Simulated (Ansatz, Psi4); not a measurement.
# Exact exchange and the vertical energy of the triplet above the singlet of BClF2 (chlorodifluoroborane)

The species is BClF2 (4 atoms), meant as a singlet with charge 0. SMILES: `FB(F)Cl`. The shape is that of a PBE0-D4/def2-TZVP optimisation.

The vertical energy of the triplet above the singlet y, in eV, basis aug-cc-pVDZ; a is the functional's share of exact exchange. Programs: Ansatz 0.2.0, Psi4 1.11.

| functional | program | a | y (eV) |
| --- | --- | --- | --- |
| revPBE | Psi4 | 0 | 7.52 |
| BLYP | Psi4 | 0 | 7.53 |
| B3LYP | Psi4 | 0.2 | 7.89 |
| PBE0 | Psi4 | 0.25 | ? |
| r2SCAN0 | Ansatz | 0.25 | 7.98 |
| BHLYP | Psi4 | 0.5 | 8.13 |

Q: Fit y = c + s·a to the known rows and predict PBE0.

A: 
1. Means of the 5 rows: a = 0.1900, y = 7.810.
2. Σ(Δa)² = 0.172, Σ(Δa·Δy) = 0.2185, so the slope is 0.2185/0.172 = 1.2703.
3. Intercept: 7.810 − (1.2703) × 0.1900 = 7.569. The largest residual of the fit is 0.093.
4. PBE0: 7.569 + (1.2703) × 0.25 = 7.89 eV.

The run gave 7.91 eV, so the prediction is off by -0.02 eV, within the largest residual.

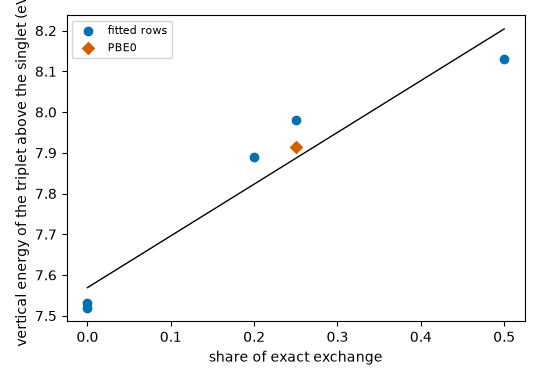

The fitted line, with the withheld row.
